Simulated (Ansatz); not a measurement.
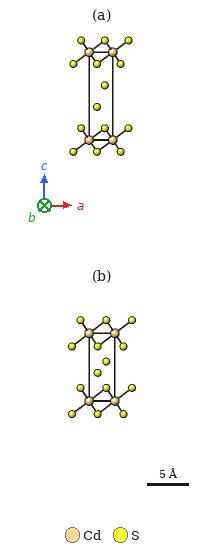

The structure of crystalline CdS₄ (a generated structure, set up in P-3m1) (coarse preliminary run) before (top) and after (bottom) a relaxation, at one scale.

A ball-and-stick model of the cell of the calculation, seen along the b axis.

Theory: Ansatz 0.2.0, DFT PBE, scalar-relativistic, plane waves, PAW.

Input file:
```yaml
crystal:
  lattice:
    - [3.36438463, 0.0, 0.0]
    - [-1.68219232, 2.91364256, 0.0]
    - [0.0, 0.0, 10.81811615]
  atoms:
    - { symbol: Cd, position: [0.0, 0.0, 0.0] }
    - { symbol: S, position: [0.33333333, 0.66666667, 0.86585528] }
    - { symbol: S, position: [0.33333333, 0.66666667, 0.37679535] }
    - { symbol: S, position: [0.66666667, 0.33333333, 0.13414472] }
    - { symbol: S, position: [0.66666667, 0.33333333, 0.62320465] }
basis:
  ecutwfc: 420
kpoints:
  mp_grid: { grid: [6, 6, 2] }
hamiltonian:
  xc: pbe
scf:
  occupations: { method: gaussian, width: 0.1 }
  lower_state_search: "off"
output:
  forces: true
  stress: true
  eigenvalues: true
relax:
  adjacent_minimum: "off"
  f_tol: 0.04
  max_steps: 70
  cell: { stress_tol: 0.4 }
```

Command:
```bash
ansatz run input.yaml --threads 1 --pin off --max-ram 2560MiB --backend cpu --events-out ev --progress --plain --runs-dir out
```

Q: Summarise the run.

A: After 7 accepted moves (9 points after the start) the energy has fallen by 711 meV per atom. The largest force component goes from 2.5 to 0.0042 eV/Å. The pressure goes from 5.82 to 0.03 GPa. The line search rejected the trial step at point 7 of the run. The SCF was repeated once at an unchanged geometry on a basis and grid sized afresh for the cell, which shifted the energy by 0.2 meV per atom at most. The largest moves relative to the cell, 0.50 Å, are those of S2 and S4. S2 goes along −c. Cd stays in place. The volume changes by −8.5 %, with a = b 3.364 → 3.665 Å (+8.9 %), c 10.818 → 8.338 Å (−22.9 %). Among the contacts that change: S3–S5 3.298 → 2.533 Å, S2–S5 3.266 → 2.813 Å, Cd1–S2 2.425 → 2.664 Å. The space group stays P-3m1 (No. 164). The run took 23 s on 1 thread of Intel(R) Xeon(R) Platinum 8259CL CPU @ 2.50GHz (Skylake/Cascade Lake) (shared host), peak memory 0.41 GiB.

Limits of the set-up: layers or molecules are held without a dispersion correction, so their spacing is unreliable.
